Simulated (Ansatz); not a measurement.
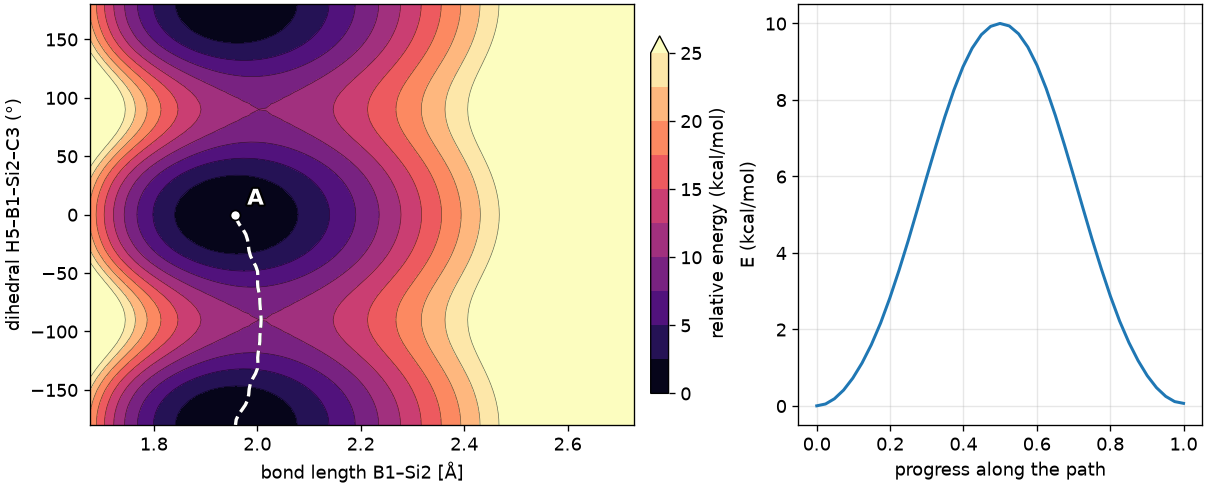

CH4BClSi, SMILES B[SiH]=CCl. 
- First axis: bond length B1–Si2. Second axis: dihedral H5–B1–Si2–C3.
- Nothing is relaxed (all other coordinates rigid).
- Grid: 9 × 10 points; 54 points were computed and 36 follow by symmetry.
- Points are written as (first, second).
- Energies: kcal/mol, counted from the relaxed molecule at the same level.
- Computed with RKS r2SCAN-D4/def2-TZVP (Ansatz).

Drawn: filled contours, a line along the lowest path, one colour for all values above the top of the scale, the energy along the path at the right, the start A. Between grid points the surface is interpolated.

> Describe the path and its barrier.

The easiest path leads from the well at (1.939 Å, 0°) to a well of about the same depth at (1.939 Å, −180°). Its highest point lies about 10 kcal/mol above the bottom of the first well on the interpolated surface, at about (2.01 Å, −90°). The start is the relaxed structure and all else is held, so a fully relaxed path at this level can only be lower.
